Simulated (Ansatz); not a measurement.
CH5GeO (SMILES [CH3][GeH-][OH]) (charge −1)

Input file:

```
crystal:
  periodic: [false, false, false]
  atoms:
    - {symbol: C, position_ang: [-0.258784, -1.866508, 0.645399]}
    - {symbol: Ge, position_ang: [-1.971416, -0.719551, 0.541839]}
    - {symbol: O, position_ang: [-3.201253, -2.242917, 0.501945]}
    - {symbol: H, position_ang: [-0.062041, -2.200828, 1.685856]}
    - {symbol: H, position_ang: [-0.357467, -2.766909, 0.002250]}
    - {symbol: H, position_ang: [0.622153, -1.283021, 0.296704]}
    - {symbol: H, position_ang: [-1.850016, -0.566626, -1.088307]}
    - {symbol: H, position_ang: [-3.895271, -1.993781, 1.133102]}
basis:
  gaussian:
    orbitals: def2-TZVPD
total_charge: -1
hamiltonian:
  xc: {name: PBE0}
output: {forces: true, orbitals: {seedname: orbitals}}
```

Launched as:

```sh
ansatz run input.yaml --threads 2 --pin off --max-ram 4350MiB --events-out events.jsonl --progress --plain --runs-dir runs
```

Geometry: PBE-D3(BJ)/def2-SVPD.

The calculation used isolated molecule in a Gaussian basis; Kohn-Sham density functional theory, functional PBE0 (Ansatz 0.2.0).

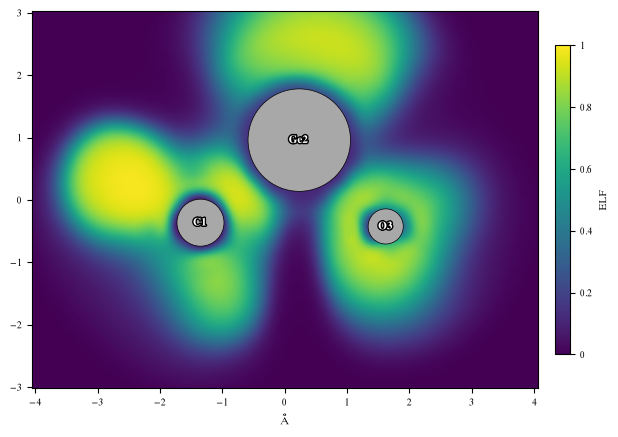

Figure 1. Electron localisation function on the plane of atoms C1, Ge2 and O3. Grey discs cover the atomic cores.

> Describe what can be read from this map.

The section cuts through C, Ge and O sites.
Ge–O (1.96 Å): the ELF peaks at about 0.85 in the valence shell of O, 0.6 Å from its nucleus, and is about 0.35 at the midpoint.
C–Ge (2.06 Å): the ELF peaks at about 0.95 in the valence shell of C, 0.7 Å from its nucleus, and is about 0.70 at the midpoint.
The ELF also peaks beside O3, away from the bonds: lone-pair regions.

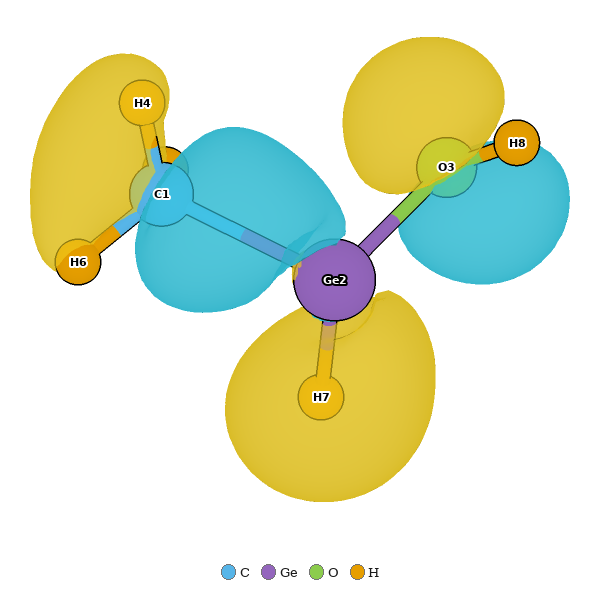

Figure 2. The HOMO−1 at ±0.1 Å⁻³ᐟ² (yellow and cyan are the two phases), seen across its widest extent.

> What is the character of this orbital?

Its weight (Hirshfeld) is mainly on O3 (about 35 %), C1 (about 20 %), Ge2 (about 20 %) and H7 (about 15 %). Its energy is −2.04 eV.

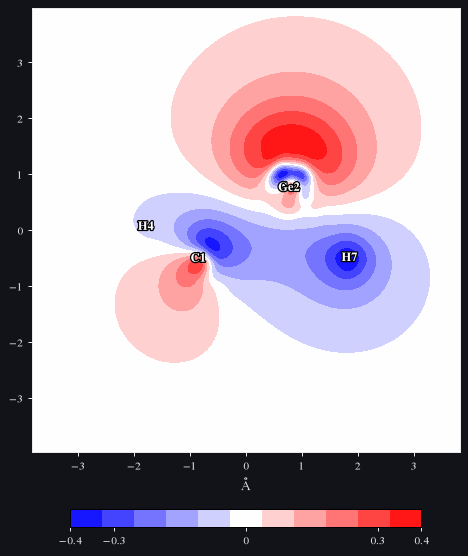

Figure 3. The HOMO on the plane of atoms C1, Ge2 and H7 (values in Å⁻³ᐟ²; the overall sign is arbitrary).

> Where does this orbital lie, and at what energy?

By Hirshfeld shares it lies mainly on Ge2 (about 70 %), H7 (about 10 %), O3 (about 10 %) and C1 (about 10 %). Its energy is −0.20 eV.
